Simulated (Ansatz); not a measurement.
A series of calculations on BH3SOF2

## 1. Relaxation

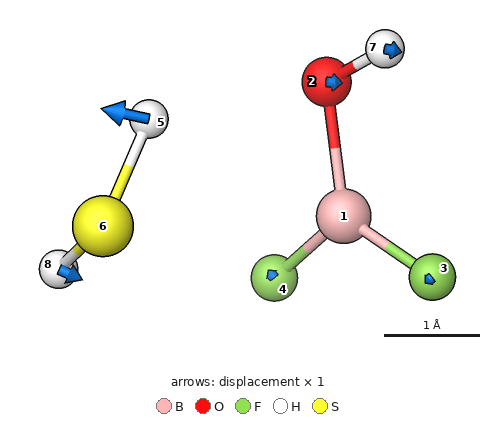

This is a relaxation of BH3SOF2. The starting structure is drawn; blue arrows show the displacements, at their true length. The two geometries are superimposed by the best rigid fit.

The picture is a ball-and-stick view, seen at a tilt.

The run prepares an end point of a later path (reaction) calculation, from a guessed geometry.

Level of theory: Ansatz, UKS PBE-D4/def2-SVP.

Input
```yaml
crystal:
  periodic: [false, false, false]
  atoms:
    - { symbol: B, position_ang: [-0.529899, 0.793591, -0.557722] }
    - { symbol: O, position_ang: [0.871342, 0.745395, -0.838595] }
    - { symbol: F, position_ang: [-1.429253, 0.335331, -1.42684] }
    - { symbol: F, position_ang: [-0.921665, 1.397601, 0.557706] }
    - { symbol: H, position_ang: [1.049773, -0.988859, 0.620995] }
    - { symbol: S, position_ang: [0.114027, -1.779826, 1.217552] }
    - { symbol: H, position_ang: [1.01144, 0.299752, -1.696139] }
    - { symbol: H, position_ang: [-0.165765, -0.802986, 2.123042] }
magnetization:
  spin_polarized: true
basis:
  gaussian: { orbitals: def2-SVP }
hamiltonian:
  xc: pbe
  dispersion: d4
relax:
  f_tol: 0.03
  max_steps: 50
```

Launched with:
```bash
ansatz run input.yaml --threads 2 --pin off --max-ram 3072MiB --backend cpu --events-out ev --progress --plain --runs-dir out
```

Question: Which element moves most?

Answer: Hydrogen: up to 0.53 Å, against 0.19 Å for oxygen.

Question: What happened in the run?

Answer: The energy falls by 0.098 eV in 10 accepted moves (11 points after the start). Largest force component: 2.1 eV/Å at the start, 0.012 eV/Å at the end. The line search rejected the trial step at point 10 of the run. H5 moves most after the best rigid fit: 0.53 Å. By element the largest moves are H 0.53 Å, O 0.19 Å, F 0.11 Å, S 0.05 Å, B 0.04 Å. Among the contacts that change: B1–O2 1.430 → 1.358 Å, B1–F3 1.332 → 1.338 Å. Among the angles between lasting bonds that change: B1–O2–H7 109.2° → 111.3°.

Limits of the set-up: the start holds two separate molecules, 2.3 Å apart at their closest, whose relative position is a soft coordinate.

## 2. Relaxation

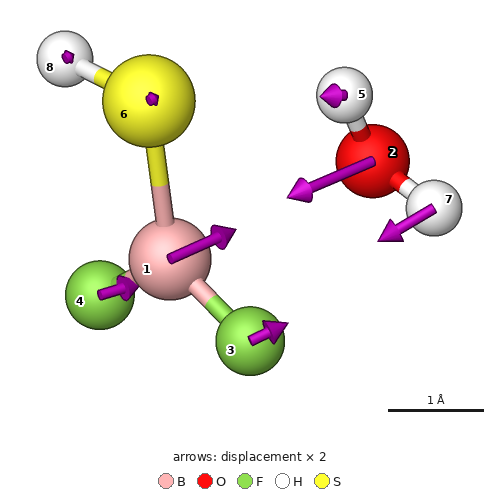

This is a relaxation of BH3SOF2. The starting structure is drawn; purple arrows show the displacements, magnified 2 times. The two geometries are superimposed by the best rigid fit.

A ball-and-stick model, seen at a tilt.

The run prepares an end point of a later path (reaction) calculation, from a guessed geometry.

Theory: UKS PBE-D4/def2-SVP in Ansatz 0.2.0.

Input file:
```yaml
crystal:
  periodic: [false, false, false]
  atoms:
    - { symbol: B, position_ang: [-1.045511, 0.225736, 0.08987] }
    - { symbol: O, position_ang: [1.597353, 0.458113, -0.786247] }
    - { symbol: F, position_ang: [-1.425133, 0.11546, -1.181718] }
    - { symbol: F, position_ang: [-1.114096, 1.403813, 0.69391] }
    - { symbol: H, position_ang: [1.520365, -0.379957, -0.2931] }
    - { symbol: S, position_ang: [-0.594027, -1.335927, 1.008364] }
    - { symbol: H, position_ang: [1.348597, 0.189666, -1.690959] }
    - { symbol: H, position_ang: [-0.287546, -0.676905, 2.159879] }
magnetization:
  spin_polarized: true
basis:
  gaussian: { orbitals: def2-SVP }
hamiltonian:
  xc: pbe
  dispersion: d4
relax:
  f_tol: 0.03
  max_steps: 50
```

Run as
```bash
ansatz run input.yaml --threads 2 --pin off --max-ram 3072MiB --backend cpu --events-out ev --progress --plain --runs-dir out
```

Q: What did the optimiser do to the structure, and how much energy did it gain?

A: The atom that moves furthest after the best rigid fit is O2 (0.57 Å). Largest moves by element: O 0.57 Å, B 0.44 Å, H 0.35 Å, F 0.26 Å, S 0.07 Å. Among the contacts that change: B1–O2 2.794 → 1.788 Å, B1–S6 1.867 → 1.905 Å, B1–F3 1.332 → 1.366 Å, B1–F4 1.326 → 1.351 Å. Bond angles that change, for instance: F4–B1–S6 122.1° → 117.8°, F3–B1–S6 118.0° → 113.8°, H5–O2–H7 102.3° → 105.8°. The energy falls by 19.4 kJ/mol in 8 geometry steps. Largest force component: 0.57 eV/Å at the start, 0.024 eV/Å at the end. The run took 7 s on 2 threads of AMD EPYC 9R45 96-Core Processor (Zen 5), on a shared host, peak memory 0.19 GiB.

Limits of the set-up: the start holds two separate molecules, 2.7 Å apart at their closest, whose relative position is a soft coordinate.

## 3. Path

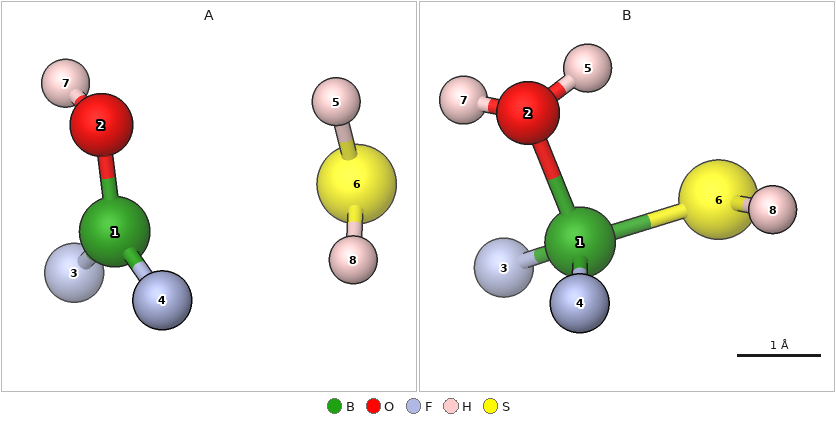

The two relaxed end points of a path for BH$_{3}$SOF$_{2}$, made up at the start of BHOF2 and H2S. A ball-and-stick model, seen face on.

Method: UKS PBE-D4/def2-SVP (Ansatz).

Run with 7 movable images; climbing image; force threshold 0.05 eV/Å; iteration limit 60.

Start:
```xyz
8

B    -0.4881    0.8035   -0.5668
O     0.8056    0.8474   -0.9790
F    -1.4703    0.3057   -1.3271
F    -0.8118    1.3743    0.5977
H     1.3114   -1.2055    1.0298
S     0.0891   -1.7888    1.1680
H     0.9185    0.4064   -1.8398
H    -0.3544   -0.7429    1.9172
```

End:
```xyz
8

B    -0.6302    0.2527   -0.0719
O     1.0816    0.4254   -0.5585
F    -1.2085    0.0899   -1.2990
F    -0.8804    1.4108    0.5768
H     1.3802   -0.4474   -0.1995
S    -0.5519   -1.3462    0.9605
H     1.0689    0.3218   -1.5344
H    -0.2597   -0.7069    2.1260
```

**What barrier does the band find between them, and by what path?**

The highest point, image 6, lies 0.82 eV above the start and 0.35 eV above the end; the end is at +0.47 eV relative to the start. Breaking: H5–S6 (1.36 → 1.62 at the top → 2.43 Å). Forming: B1–S6 (3.17 → 2.12 at the top → 1.90 Å), O2–H5 (2.92 → 1.29 at the top → 0.99 Å). The band converged in 13 iterations. The largest component of the band force went from 5 to 0.033 eV/Å. The climbing image converged on the top of the path. Its vibrational analysis gives one imaginary mode (931i cm⁻¹), as a transition state must have.

Energies of the converged images:

| image | path (Å) | E (eV) |
| --- | --- | --- |
| 0 | 0.00 | 0.000 |
| 1 | 0.33 | 0.004 |
| 2 | 0.66 | 0.016 |
| 3 | 0.99 | 0.058 |
| 4 | 1.32 | 0.207 |
| 5 | 1.66 | 0.543 |
| 6 | 1.99 | 0.818 |
| 7 | 2.39 | 0.544 |
| 8 | 2.80 | 0.470 |

The geometry at the top of the path:

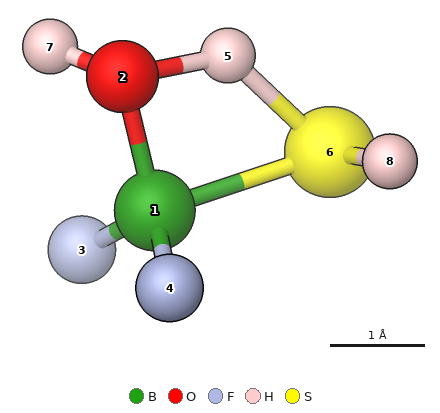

Limits of the set-up: the start holds two separate molecules, 2.5 Å apart at their closest, whose relative position is a soft coordinate.

The run took 66 s on 2 threads of AMD EPYC 9R45 96-Core Processor (Zen 5), on a shared host, peak memory 0.17 GiB.
